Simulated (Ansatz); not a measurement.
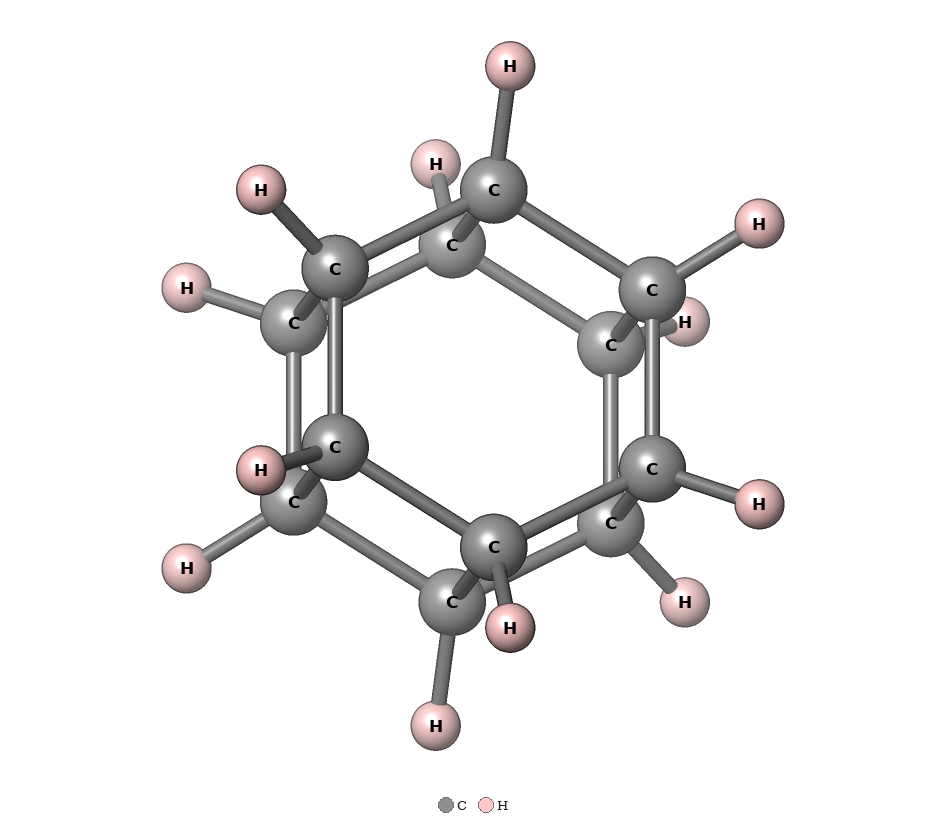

Simulated data, not a measurement (program: Ansatz).

Orthographic view. Atoms fade into the background with distance from the viewer. Geometry: a fixed input geometry, not necessarily a minimum.

**Write the InChI string.**

InChI=1S/C12H12/c1-2-5-3(1)7-9(5)12-10-6(2)4(1)8(10)11(7)12/h1-12H/t1-,2+,3-,4+,5+,6-,7-,8+,9+,10-,11+,12-
